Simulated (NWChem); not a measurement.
# CH2FN (SMILES [H]/N=C/F): B3LYP/cc-pVTZ

Aim: the vertical ionisation energy of CH2FN at B3LYP/cc-pVTZ, from 2 runs. 

Program for the calculation: NWChem 7.3.0.

### 1 The structure to begin with

The species is CH2FN (5 atoms), meant as a singlet with charge 0. SMILES: `[H]/N=C/F`. The coordinates come from a PBE0-D4/def2-TZVP relaxation.

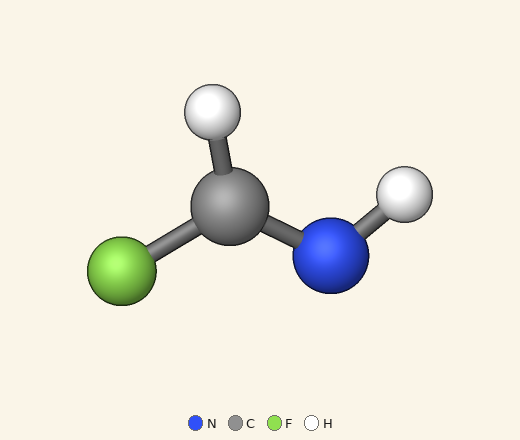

The structure, seen from a chosen angle (nitrogen blue, carbon grey, fluorine green, hydrogen white).

### 2 The energy at B3LYP/cc-pVTZ

a.nw

```
start a
title "CH2FN"
memory stack 880 mb heap 220 mb global 1100 mb

geometry noautosym nocenter noautoz
N     -0.719900    -0.454400    -0.439800
C      0.296500    -0.034500     0.137300
F      1.242400    -0.884800     0.520800
H     -1.343900     0.314100    -0.667300
H      0.574800     0.986000     0.407600
end

basis spherical bse
* library cc-pVTZ
end

dft
xc b3lyp
grid fine
convergence energy 1e-08
iterations 100
mulliken
noprint "final vectors analysis"
end

task dft
```

On the command line:

```sh
$ nwchem a.nw > a.out
```

Output:

```text
[...]
          Wavefunction type:  closed shell.
          No. of atoms     :     5
          No. of electrons :    24
[...]
          Charge           :     0
          Spin multiplicity:     1
[...]
          AO basis - number of functions:   118
[...]
              XC Information
              --------------
                         B3LYP Method XC Potential
                     Hartree-Fock (Exact) Exchange  0.200
                        Slater Exchange Functional  0.800 local
                    Becke 1988 Exchange Functional  0.720 non-local
              Lee-Yang-Parr Correlation Functional  0.810
                  VWN I RPA Correlation Functional  0.190 local
[...]
 d= 0,ls=0.0,diis     1   -193.8634933379 -2.62D+02  7.24D-03  9.74D-01     2.5
[...]
 d= 0,ls=0.0,diis    11   -193.9596305261 -4.74D-10  1.17D-07  7.70D-10    22.7
         Total DFT energy =     -193.959630526067
      One electron energy =     -401.749125164999
           Coulomb energy =      162.760794237234
    Exchange-Corr. energy =      -23.528873554859
 Nuclear repulsion energy =       68.557573956557
[...]
      Total Density - Mulliken Population Analysis
     ---------------------------------------------
    Atom       Charge   Shell Charges
 -----------   ------   -------------------------------------------------------
    1 N    7     7.21   1.95  0.23  0.92  0.45  1.03  1.69  0.89  0.01  0.03  0.00
    2 C    6     5.84   1.96  0.20  0.77  0.28  0.85  1.24  0.37  0.05  0.11  0.02
    3 F    9     9.15   1.94  0.28  1.05  0.60  1.59  2.37  1.31  0.00  0.01  0.00
    4 H    1     0.85   0.27  0.45  0.07  0.02  0.04  0.00
    5 H    1     0.95   0.28  0.51  0.14  0.01  0.01  0.00
[...]
```

Run time: 24 s. Hardware: 1 thread of AMD EPYC 7R13 (Zen 3), shared host; peak memory 0.11 GiB.

### 3 The doublet cation at the same level

ch2fn.nw

```
echo
START ch2fn
TITLE "CH2FN B3LYP"
memory 2200 mb
charge 1

GEOMETRY units angstrom noautosym nocenter noautoz
  N    -0.719900   -0.454400   -0.439800
  C     0.296500   -0.034500    0.137300
  F     1.242400   -0.884800    0.520800
  H    -1.343900    0.314100   -0.667300
  H     0.574800    0.986000    0.407600
END

BASIS spherical bse
  * library cc-pVTZ
END

DFT
  xc b3lyp
  mult 2
  grid fine
  convergence energy 1e-08
  maxiter 100
  mulliken
  print low
END

TASK dft energy
```

On the command line:

```sh
$ nwchem ch2fn.nw > ch2fn.out
```

Output:

```text
[...]
 d= 0,ls=0.0,diis     1   -193.3453348808 -2.62D+02  6.54D-03  5.64D-01     3.0
[...]
 d= 0,ls=0.0,diis    14   -193.5335568432 -4.86D-09  1.39D-07  1.55D-10    35.9
[...]
         Total DFT energy =     -193.533556843235
      One electron energy =     -393.929287821149
           Coulomb energy =      155.004683029647
    Exchange-Corr. energy =      -23.166526008290
 Nuclear repulsion energy =       68.557573956557
[...]
      Total Density - Mulliken Population Analysis
     ---------------------------------------------
    Atom       Charge   Shell Charges
 -----------   ------   -------------------------------------------------------
    1 N    7     6.81   1.95  0.23  0.91  0.37  1.03  1.66  0.62  0.01  0.03  0.00
    2 C    6     5.68   1.96  0.21  0.80  0.22  0.83  1.24  0.21  0.04  0.15  0.02
    3 F    9     9.01   1.94  0.29  1.07  0.60  1.57  2.35  1.18  0.00  0.02  0.00
    4 H    1     0.73   0.25  0.39  0.03  0.02  0.05  0.01
    5 H    1     0.77   0.25  0.44  0.04  0.01  0.02  0.00
[...]
      <S2> =      0.7585 (Exact =     0.7500)
[...]
```

It took 37 s on 1 thread of AMD EPYC 7R13 (Zen 3), shared host; peak memory 0.12 GiB.

### 4 Outcome

At B3LYP/cc-pVTZ:

| quantity | value |
| --- | --- |
| singlet CH2FN: total energy | -193.95963 Eh |
| singlet CH2FN: dipole moment | 2.73 D |
| doublet cation: total energy | -193.53356 Eh |
| doublet cation: ⟨S²⟩ | 0.758 |
| vertical ionisation energy (to the doublet cation) | 11.594 eV |

The vertical ionisation energy comes to 11.59 eV (1119 kJ/mol).
